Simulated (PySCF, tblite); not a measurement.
# C3H8N2Si: geometry, infrared bands and NMR shifts

Wanted: the infrared bands and NMR shifts of C3H8N2Si (`N[SiH](N)C1=CC1`), by calculation.

The runs use tblite 0.8.0 and PySCF 2.14.0, with density-fitted response routines of our own; the level of theory stands in each step. All values are computed, except where a source is named. Atoms count from 0, in the outputs and in this text.

## (1) The molecule as given

14 atoms, charge 0, multiplicity 1; geometry from: force field or distance geometry start.

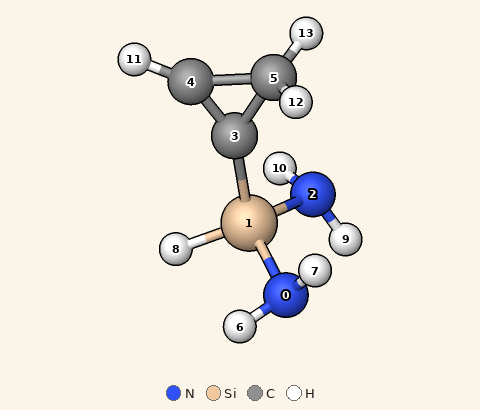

As it starts; nitrogen blue, silicon light orange, carbon grey, hydrogen white, atoms numbered; sticks join atoms by distance.

## (2) Relaxing the molecule with GFN2-xTB

The job: settings as JSON, then the geometry in Å.

```
{"job": {"kind": "relax", "xc": "GFN2-xTB", "basis": "xTB"}, "charge": 0, "multiplicity": 1}
N     -1.638400    -1.302200    -0.678500
Si    -1.007800    -0.004500     0.351500
N     -1.402300     1.634600    -0.238700
C      0.847500    -0.063400     0.328000
C      2.037400    -0.218800     0.916600
C      2.043600     0.044900    -0.549200
H     -1.819400    -2.119700    -0.057900
H     -0.939700    -1.533000    -1.409000
H     -1.476300    -0.253700     1.716800
H     -2.345300     1.686000    -0.692600
H     -1.304000     2.267500     0.581100
H      2.562100    -0.406300     1.836500
H      2.093900    -0.789800    -1.255700
H      2.348100     1.057800    -0.871000
```

Command:

```sh
OMP_NUM_THREADS=1 python probes_run.py task.json out
```

This one command runs all jobs of the session in turn.

The log of the run:

```text
step      E/eV     max force
  0    -489.30289    2.011
  1    -489.48244    1.768
  2    -489.58184    1.457
  3    -489.63261    0.815
  4    -489.66174    0.444
  5    -489.67821    0.451
  6    -489.69274    0.472
  7    -489.70743    0.304
  8    -489.71972    0.272
  9    -489.72954    0.203
 10    -489.73698    0.270
 11    -489.74346    0.282
 12    -489.74993    0.241
 13    -489.75499    0.169
 14    -489.75843    0.132
 15    -489.76161    0.151
 16    -489.76543    0.185
 17    -489.77060    0.264
 18    -489.77669    0.256
 19    -489.78173    0.178
 20    -489.78508    0.140
 21    -489.78751    0.126
 22    -489.78967    0.154
 23    -489.79172    0.123
 24    -489.79317    0.092
 25    -489.79385    0.071
 26    -489.79468    0.092
 27    -489.79589    0.105
 28    -489.79752    0.108
 29    -489.79908    0.088
 30    -489.80032    0.091
 31    -489.80153    0.095
 32    -489.80322    0.121
 33    -489.80559    0.140
 34    -489.80838    0.167
 35    -489.81132    0.147
 36    -489.81325    0.323
 37    -489.81705    0.209
 38    -489.82048    0.206
 39    -489.82397    0.369
 40    -489.82652    0.242
 41    -489.82864    0.203
 42    -489.83093    0.184
 43    -489.83302    0.141
 44    -489.83567    0.125
 45    -489.83627    0.106
 46    -489.83687    0.060
 47    -489.83718    0.055
 48    -489.83735    0.042
 49    -489.83756    0.032
 50    -489.83774    0.031
 51    -489.83784    0.024
 52    -489.83792    0.026
 53    -489.83799    0.022
 54    -489.83805    0.015
 55    -489.83809    0.012
 56    -489.83811    0.010
```

Run time: 0.51 s. Hardware: 1 thread of Arm Neoverse N1, shared host.

Step by step: (not every step is listed)

| step | energy from step 0 (eV) | largest force (eV/Å) |
| --- | --- | --- |
| 0 | 0.0000 | 2.0107 |
| 1 | -0.1796 | 1.7684 |
| 2 | -0.2790 | 1.4572 |
| 3 | -0.3297 | 0.8152 |
| 4 | -0.3589 | 0.4440 |
| 5 | -0.3753 | 0.4514 |
| 6 | -0.3899 | 0.4716 |
| 7 | -0.4045 | 0.3037 |
| 8 | -0.4168 | 0.2721 |
| 12 | -0.4470 | 0.2408 |
| 16 | -0.4625 | 0.1849 |
| 20 | -0.4822 | 0.1398 |
| 24 | -0.4903 | 0.0921 |
| 28 | -0.4946 | 0.1085 |
| 32 | -0.5003 | 0.1212 |
| 36 | -0.5104 | 0.3231 |
| 40 | -0.5236 | 0.2418 |
| 44 | -0.5328 | 0.1252 |
| 48 | -0.5345 | 0.0416 |
| 51 | -0.5350 | 0.0240 |
| 52 | -0.5350 | 0.0257 |
| 53 | -0.5351 | 0.0224 |
| 54 | -0.5352 | 0.0153 |
| 55 | -0.5352 | 0.0118 |
| 56 | -0.5352 | 0.0098 |

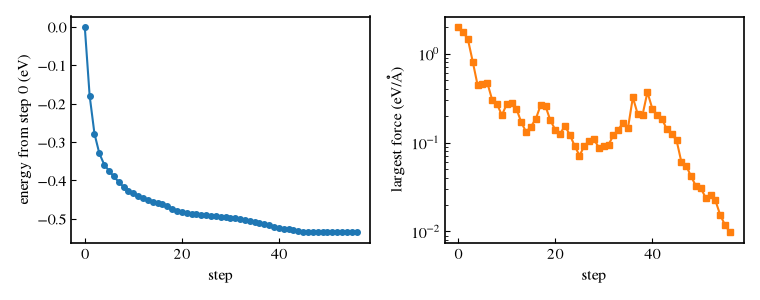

Energy and largest force along the relaxation.

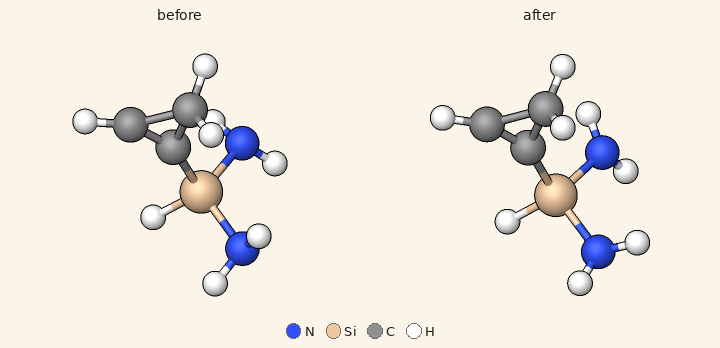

The geometry before (left) and after (right).

Close pairs (by a distance rule), those that changed most:

| bond | before (Å) | after (Å) | change (Å) |
| --- | --- | --- | --- |
| Si1–N2 | 1.786 | 1.725 | -0.062 |
| N0–Si1 | 1.773 | 1.726 | -0.047 |
| N2–H9 | 1.048 | 1.007 | -0.041 |
| N0–H6 | 1.042 | 1.006 | -0.036 |
| N2–H10 | 1.040 | 1.006 | -0.034 |
| C3–C5 | 1.487 | 1.520 | +0.032 |
| C3–C4 | 1.337 | 1.305 | -0.032 |
| N0–H7 | 1.037 | 1.008 | -0.029 |

The next job starts from the end point, and lists it.

## (3) Harmonic vibrations with GFN2-xTB

The job: settings as JSON, then the geometry in Å.

```
{"job": {"kind": "ir", "xc": "GFN2-xTB", "basis": "xTB"}, "charge": 0, "multiplicity": 1}
N     -1.756042    -1.265267    -0.540800
Si    -0.986916    -0.077225     0.446357
N     -1.439321     1.416119    -0.288283
C      0.878505    -0.058476     0.426955
C      2.048292    -0.177348     0.992387
C      2.096218     0.078109    -0.471920
H     -1.640084    -2.234322    -0.295426
H     -1.687291    -1.156568    -1.540323
H     -1.450675    -0.355391     1.811743
H     -2.417128     1.567002    -0.475146
H     -1.020149     2.264994     0.053262
H      2.647759    -0.332134     1.856178
H      2.349788    -0.728444    -1.153272
H      2.376367     1.058477    -0.843878
```

The log of the run:

```text
mode    cm-1     km/mol
  1      27.1      0.25
  2     101.5      0.12
  3     131.7      0.82
  4     195.7      4.23
  5     211.3     10.68
  6     239.7      5.19
  7     296.7     15.68
  8     315.2     20.55
  9     505.7      2.78
 10     548.0    183.05
 11     559.5    244.27
 12     649.1    165.34
 13     681.9     19.77
 14     683.3    118.28
 15     807.4     12.80
 16     816.2     90.89
 17     880.1    186.13
 18     925.4    109.01
 19     931.1    150.77
 20     961.6     79.59
 21     986.7      0.47
 22    1029.6      7.54
 23    1050.8     11.47
 24    1187.0      0.30
 25    1494.0      3.48
 26    1522.3     73.97
 27    1526.4     19.02
 28    1818.0     53.56
 29    2190.0    375.42
 30    2986.1     82.05
 31    3009.8     80.96
 32    3219.9     22.76
 33    3477.2      3.57
 34    3483.9      1.34
 35    3517.2      1.77
 36    3519.8      2.88
```

It took 0.6 s on 1 thread of Arm Neoverse N1, shared host.

The strongest bands and the atoms that carry them (share of the mass-weighted mode):

| cm⁻¹ | km/mol | atoms |
| --- | --- | --- |
| 548 | 183.1 | H9 33 %, H10 28 %, N2 15 %, H7 12 % |
| 560 | 244.3 | H6 31 %, H7 26 %, N0 15 % |
| 649 | 165.3 | H8 83 % |
| 683 | 118.3 | H8 76 % |
| 880 | 186.1 | Si1 24 %, N0 18 %, N2 15 %, H7 13 % |
| 925 | 109.0 | H11 47 %, Si1 18 %, N2 13 % |
| 931 | 150.8 | H11 31 %, Si1 27 %, N0 13 %, N2 11 % |
| 2190 | 375.4 | H8 97 % |

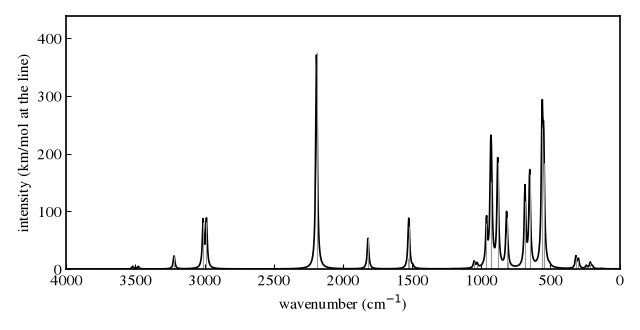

The infrared spectrum from these modes, unscaled. Lines are broadened to a width of 14 cm⁻¹ (Lorentzian).

## (4) Shielding tensors: PBE0/pcSseg-1

The job, as its differences from that of step 3:

```diff
@@ -1,2 +1,2 @@
-{"job": {"kind": "ir", "xc": "GFN2-xTB", "basis": "xTB"}, "charge": 0, "multiplicity": 1}
+{"job": {"kind": "nmr", "xc": "PBE0", "basis": "pcSseg-1"}, "charge": 0, "multiplicity": 1}
 N     -1.756042    -1.265267    -0.540800
```

With the program's defaults for keys left out, this is: GIAO PBE0/pcSseg-1 NMR shielding, non-relativistic, gas phase.

The log of the run:

```text
coarse grid: 11968 points
cycle   1  E = -517.5626020418  dE =  7.658e-01  |g| = 6.039e-01  |ddm| = 3.364e+00
cycle   2  E = -517.5119141529  dE =  5.069e-02  |g| = 7.777e-01  |ddm| = 1.152e+00
cycle   3  E = -517.6433751971  dE = -1.315e-01  |g| = 7.123e-02  |ddm| = 7.129e-01
cycle   4  E = -517.6442568159  dE = -8.816e-04  |g| = 4.013e-02  |ddm| = 9.563e-02
cycle   5  E = -517.6446232560  dE = -3.664e-04  |g| = 1.278e-02  |ddm| = 3.892e-02
cycle   6  E = -517.6446612477  dE = -3.799e-05  |g| = 3.717e-03  |ddm| = 1.340e-02
cycle   7  E = -517.6446646603  dE = -3.413e-06  |g| = 3.237e-04  |ddm| = 3.797e-03
final grid: 110512 points
cycle   8  E = -517.6737436801  dE = -2.215e-05  |g| = 8.572e-03  |ddm| = 2.026e-02
cycle   9  E = -517.6737347357  dE =  8.944e-06  |g| = 1.088e-02  |ddm| = 1.621e-02
cycle  10  E = -517.6737603048  dE = -2.557e-05  |g| = 7.256e-04  |ddm| = 8.736e-03
cycle  11  E = -517.6737604287  dE = -1.239e-07  |g| = 2.107e-04  |ddm| = 9.830e-04
cycle  12  E = -517.6737604389  dE = -1.020e-08  |g| = 3.903e-05  |ddm| = 2.132e-04
cycle  13  E = -517.6737604392  dE = -2.185e-10  |g| = 2.328e-05  |ddm| = 5.184e-05
converged SCF energy = -517.6737604392

GIAO shielding tensors (ppm)
atom      isotropic    diamagn.    paramagn.     s11        s22        s33       span
  0 N      248.050     319.220     -71.170    211.041    261.346    271.762     60.721
  1 Si     387.287     879.670    -492.383    354.264    388.733    418.864     64.600
  2 N      252.474     316.649     -64.174    213.539    265.843    278.041     64.502
  3 C       59.595     256.859    -197.264    -86.782     73.193    192.374    279.156
  4 C       50.247     259.171    -208.924   -111.010     80.739    181.012    292.022
  5 C      180.490     249.324     -68.834    138.210    152.670    250.590    112.380
  6 H       31.493      30.978       0.515     24.677     26.659     43.143     18.466
  7 H       30.843      31.957      -1.114     24.122     27.138     41.268     17.146
  8 H       26.219      29.134      -2.915     22.863     24.400     31.394      8.531
  9 H       31.201      29.691       1.510     23.933     27.175     42.494     18.561
 10 H       31.635      31.419       0.216     24.350     27.790     42.765     18.416
 11 H       23.660      33.298      -9.638     18.659     25.145     27.175      8.516
 12 H       30.754      30.947      -0.194     25.469     27.331     39.462     13.993
 13 H       30.824      30.886      -0.062     25.455     27.555     39.461     14.007
```

It took 29 s on 1 thread of Arm Neoverse N1, shared host; peak memory 0.71 GiB.

The references, computed at this level on geometries of the same kind, shield at (ppm): 1H TMS 31.72, 13C TMS 186.9, 29Si TMS 349.2, 15N NH3 267.7. Their shielding less the atom's gives the shift. The references are single molecules in the gas phase, so shifts against H2O, NH3, PH3, H3PO4 or CFCl3 are not on the usual liquid scales and can be off by tens of ppm. Atoms listed in one row are averaged.

| atoms | environment | σ (ppm) | δ (ppm) | δ scaled to CDCl3 |
| --- | --- | --- | --- | --- |
| C4 | alkene CH | 50.2 | 136.7 | 131.5 |
| C3 | fully substituted alkene carbon | 59.6 | 127.3 | 122.4 |
| C5 | three-membered-ring carbon | 180.5 | 6.4 | 4.4 |
| H11 | hydrogen on an alkene CH | 23.66 | 8.06 | 7.70 |
| H8 | hydrogen on a silicon bonded to C, 2 N | 26.22 | 5.50 | – |
| H12, H13 | hydrogen on a three-membered-ring carbon | 30.79 | 0.93 | 0.98 |
| H6, H7, H9, H10 | hydrogen on a nitrogen bonded to Si | 31.29 | 0.42 | – |
| N0, N2 | nitrogen bonded to Si, 2 H | 250.3 | 17.5 | – |
| Si1 | silicon bonded to C, 2 N, H | 387.3 | -38.1 | – |

The scaled column applies a straight-line fit of computed shieldings to shifts measured in CDCl3 (root-mean-square error 0.16 ppm for H, 1.9 ppm for C).

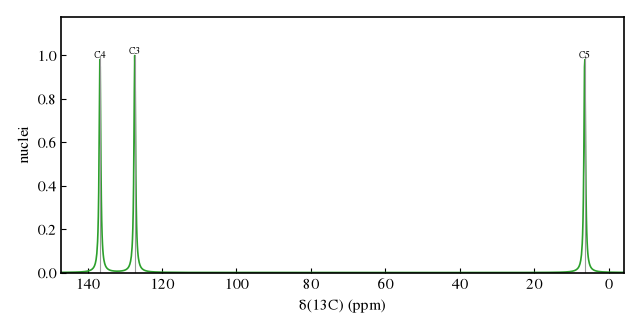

13C lines at the computed shifts, without couplings. Lines are broadened to a width of 0.52 ppm (Lorentzian).

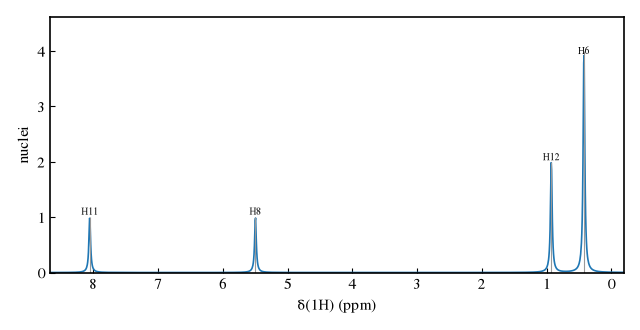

1H lines at the computed shifts, without couplings. Lines are broadened to a width of 0.03 ppm (Lorentzian).

The run also stored atomic charges by several schemes (e):

| atoms | Mulliken | IAO | Hirshfeld | ESP fit |
| --- | --- | --- | --- | --- |
| N0, N2 | -0.62 | -0.85 | -0.32 | -0.96 |
| Si1 | 0.97 | 1.15 | 0.41 | 0.76 |
| C3 | -0.34 | -0.32 | -0.11 | -0.13 |
| C4 | -0.14 | -0.14 | -0.04 | -0.19 |
| C5 | -0.17 | -0.28 | -0.11 | -0.16 |

IAO charges:

N0 -0.85; Si1 1.15; N2 -0.85; C3 -0.32; C4 -0.14; C5 -0.28; H6 0.26; H7 0.26; H8 -0.18; H9 0.26; H10 0.26; H11 0.17; H12 0.12; H13 0.12

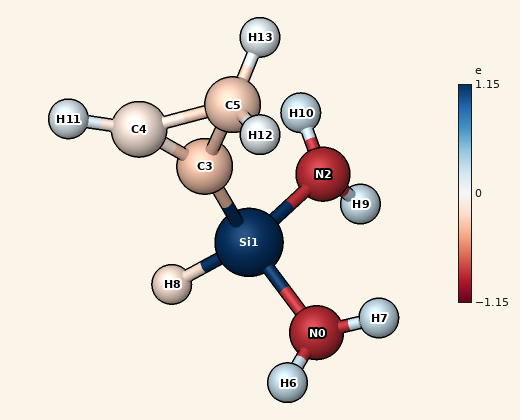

IAO charges, as colours on the atoms.

Mayer bond orders: N0–Si1 1.06, Si1–N2 1.05, Si1–C3 0.80, C3–C4 1.71, C4–C5 0.96, C5–C3 0.90.

Ring of atoms C3, C4, C5: NICS(0) -29.6, NICS(1) -7.9, NICS(1)zz -16.5 ppm (means of both faces).

In rings of three or four atoms NICS is ruled by the nearby σ bonds, so it says little on aromaticity.

## (5) Results

| quantity | value |
| --- | --- |
| strongest single infrared mode (GFN2-xTB) | 2190 cm⁻¹, 375 km/mol |
| zero-point energy (GFN2-xTB) | 66.5 kcal/mol |
| 13C shifts against TMS (PBE0/pcSseg-1) | 136.7, 127.3, 6.4 ppm |
| 1H shifts against TMS (PBE0/pcSseg-1, means over atoms taken as alike) | 8.06, 5.50, 0.93, 0.42 ppm |
| 15N shifts against NH3 (PBE0/pcSseg-1, means over atoms taken as alike) | 17.5 ppm |
| 29Si shifts against TMS (PBE0/pcSseg-1) | -38.1 ppm |

In words: Relaxing lowered the energy by 0.535 eV in 56 steps; the close pair that moved most is Si1–N2, from 1.786 to 1.725 Å. No mode is imaginary among the 36: a minimum at this level. The strongest single mode, at 2190 cm⁻¹, moves mainly H8. GFN2-xTB is a fitted tight-binding method: band positions and strengths are rough. Its intensities can rank the bands wrongly.
